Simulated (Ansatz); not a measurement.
The figure comes from a scan of ZrIr$_{2}$ (cubic Laves, MgCu2 type): a phonon pattern at Γ is frozen into a 6-atom cell, Q being the largest atomic displacement. Computed with LDA (plane waves to 420 eV, PAW, scalar-relativistic; Ansatz, a first-principles code). k mesh 11×11×11 (Γ-centred), Fermi-Dirac smearing 0.05 eV. The energy includes the smearing's −TS. With partly filled bands, energies and forces of such displacements shift with the k mesh and the smearing. Spin-orbit coupling is left out, though Ir is heavy. ZrIr2 is run without spin polarisation. ZrIr2 was relaxed with its symmetry unable to fall. ΔE is measured from the undisplaced structure.

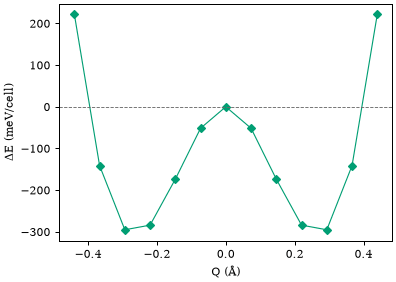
*ΔE (meV/cell) against Q (Å); one marker a computed point.*

**Question.** Read the plotted values off the figure, to the accuracy that the plot allows.

**Answer.** To the nearest 10:

| Q (Å) | ΔE (meV/cell) |
|---|---|
| -0.440 | 220 |
| -0.367 | -140 |
| -0.293 | -300 |
| -0.220 | -280 |
| -0.147 | -170 |
| -0.073 | -50 |
| 0.000 | 0 |
| 0.073 | -50 |
| 0.147 | -170 |
| 0.220 | -280 |
| 0.293 | -300 |
| 0.367 | -140 |
| 0.440 | 220 |

(A displaced cell: forces are minus the slopes of the energy, force constants its curvatures, and phonons follow from these.)
